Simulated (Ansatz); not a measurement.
# Computed against measured: vertical ionisation energy

6 molecules; the vertical ionisation energy in eV, computed less measured. Shapes, held fixed at every level: PBE0-D4/def2-TZVP. No vibrational averaging. Programs: Ansatz 0.2.0. Measured values: NIST CCCBDB.

Levels: A = PBE-D4/def2-TZVPP; B = CCSD(T)/def2-TZVPP; C = CCSD(T)/CBS estimate.

| molecule | measured | A | B | C |
| --- | --- | --- | --- | --- |
| Cl2 (SMILES ClCl) | 11.49 | -0.33 | -0.09 | +0.19 |
| HF (hydrogen fluoride) | 16.12 | +0.11 | -0.11 | +0.15 |
| C2H2 (acetylene) | 11.49 | -0.06 | -0.05 | +0.05 |
| C2H4 (ethylene) | 10.68 | +0.02 | +0.01 | +0.10 |
| CH4O (methanol) | 10.96 | -0.30 | +0.03 | +0.23 |
| CH4S (methanethiol) | 9.44 | -0.16 | -0.07 | +0.11 |

Question: Sum up the errors.

Answer: 
```tsv
level	kind	mean error	mean absolute error	worst case
PBE-D4/def2-TZVPP	GGA	-0.120	0.163	Cl2
CCSD(T)/def2-TZVPP	coupled cluster or CI	-0.047	0.060	HF
CCSD(T)/CBS estimate	coupled cluster or CI	+0.138	0.138	CH4O
```

On this set CCSD(T)/def2-TZVPP has the smallest mean absolute error and PBE-D4/def2-TZVPP the largest. PBE-D4/def2-TZVPP is too low in 4 of 6; CCSD(T)/def2-TZVPP is too low in 4 of 6; CCSD(T)/CBS estimate is too high in 6 of 6. The levels differ in basis as well as in method. The largest two are near a tie. The CBS estimate extrapolates MP2 from def2-TZVPP and def2-QZVPP and adds CCSD(T) − MP2 in the triple-zeta set, cores frozen. The set is small.

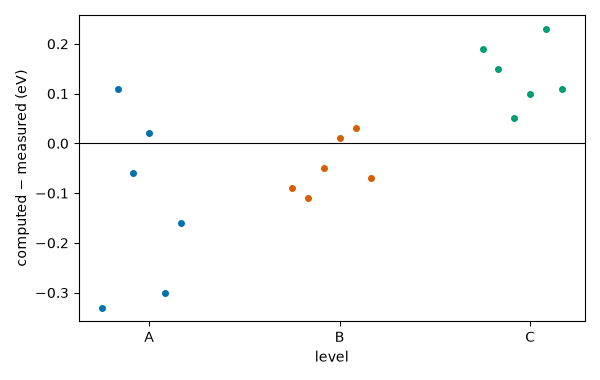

Errors of each level, one point a molecule.
